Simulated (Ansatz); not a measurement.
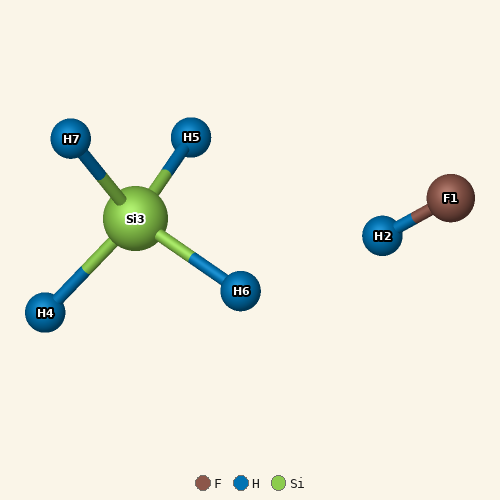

The system is the pair FH···H₄Si; the picture shows the reference structure. 
- First axis: separation of Si3 and H2 along their line in the relaxed pair. Second axis: sideways slip of F1, H2.
- Nothing is relaxed (both partners rigid).
- The scan uses a 15 × 15 grid.
- Points are written as (first, second).
- Energies are in kJ/mol, from the two partners far apart, frozen as in the relaxed pair, each in its own basis (no counterpoise correction).
- The calculation used RKS BHLYP-D4/def2-TZVPD (Ansatz 0.2.0).

Its coordinates:

```xyz
7

F    -0.0694   -0.0287   -2.8428
H     0.2759    0.0249   -1.9956
Si   -0.0535   -0.0009    0.9808
H     0.8569    0.1269    2.1267
H    -0.7209   -1.3092    0.9962
H     0.7561    0.1043   -0.2526
H    -1.0452    1.0826    0.9873
```

Range: separation of Si3 and H2 along their line in the relaxed pair from 2.516 to 5.116 Å; sideways slip of F1, H2 from −1.500 to 1.500 Å.

Question: What landscape does the calculation give?

Answer: The lowest grid point is at (2.966 Å, 0.000 Å), −6.6 kJ/mol from the two partners far apart, frozen as in the relaxed pair, each in its own basis (no counterpoise correction). No other kind of well shows on this grid. The highest grid point, (2.516 Å, −0.857 Å), lies 32.6 kJ/mol above the lowest. Round the minimum the valley is strongly tilted: raising the first coordinate shifts the best value of sideways slip of F1, H2 downwards (coupling k₁₂/√(k₁₁k₂₂) about 0.6).

```csv
"second ↓, first →",2.516,2.580,2.686,2.816,2.966,3.131,3.310,3.501,3.703,3.916,4.139,4.371,4.611,4.859,5.116
1.500,1.0,0.7,0.3,0.0,−0.2,−0.3,−0.3,−0.3,−0.2,−0.1,0.0,0.0,0.1,0.1,0.2
1.286,0.6,0.1,−0.4,−0.7,−0.9,−0.9,−0.9,−0.7,−0.5,−0.4,−0.2,−0.1,0.0,0.0,0.1
1.071,−0.2,−0.7,−1.4,−1.7,−1.9,−1.8,−1.6,−1.3,−1.0,−0.7,−0.5,−0.3,−0.2,0.0,0.0
0.857,−1.1,−1.8,−2.6,−3.0,−3.1,−2.8,−2.4,−1.9,−1.5,−1.1,−0.7,−0.5,−0.3,−0.1,0.0
0.643,−2.1,−3.0,−3.9,−4.4,−4.3,−3.9,−3.3,−2.6,−2.0,−1.4,−1.0,−0.7,−0.4,−0.2,−0.1
0.429,−2.3,−3.6,−4.8,−5.5,−5.5,−5.0,−4.2,−3.3,−2.5,−1.8,−1.3,−0.9,−0.5,−0.3,−0.2
0.214,−1.1,−3.0,−5.0,−6.1,−6.3,−5.8,−4.9,−3.9,−3.0,−2.2,−1.5,−1.0,−0.7,−0.4,−0.2
0.000,2.5,−0.5,−3.7,−5.8,−6.6,−6.3,−5.5,−4.4,−3.3,−2.4,−1.7,−1.2,−0.8,−0.5,−0.3
−0.214,8.6,4.0,−1.1,−4.5,−6.2,−6.3,−5.7,−4.7,−3.6,−2.6,−1.8,−1.3,−0.8,−0.5,−0.3
−0.429,16.1,9.7,2.5,−2.5,−5.2,−5.9,−5.6,−4.7,−3.6,−2.7,−1.9,−1.3,−0.9,−0.6,−0.3
−0.643,22.7,14.9,6.0,−0.4,−3.9,−5.3,−5.2,−4.5,−3.6,−2.7,−1.9,−1.3,−0.9,−0.6,−0.3
−0.857,26.0,17.8,8.3,1.4,−2.7,−4.5,−4.7,−4.2,−3.4,−2.5,−1.8,−1.3,−0.9,−0.5,−0.3
−1.071,25.5,17.9,9.0,2.2,−1.9,−3.7,−4.2,−3.8,−3.1,−2.3,−1.7,−1.2,−0.8,−0.5,−0.3
−1.286,22.0,15.7,8.1,2.2,−1.4,−3.2,−3.6,−3.3,−2.7,−2.1,−1.5,−1.1,−0.7,−0.5,−0.3
−1.500,17.1,12.3,6.3,1.7,−1.3,−2.7,−3.1,−2.9,−2.4,−1.8,−1.3,−0.9,−0.6,−0.4,−0.2
```

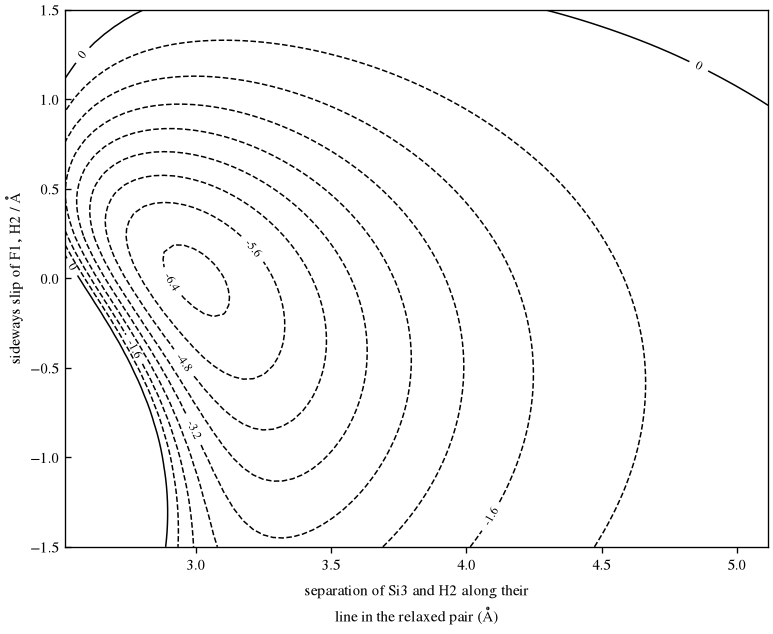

The picture shows contour lines labelled in kJ/mol (none above 0). Between grid points the surface is interpolated.

Time for the 225 points that were run: 9.6 min on 1 thread of Arm Neoverse V2 (shared host).
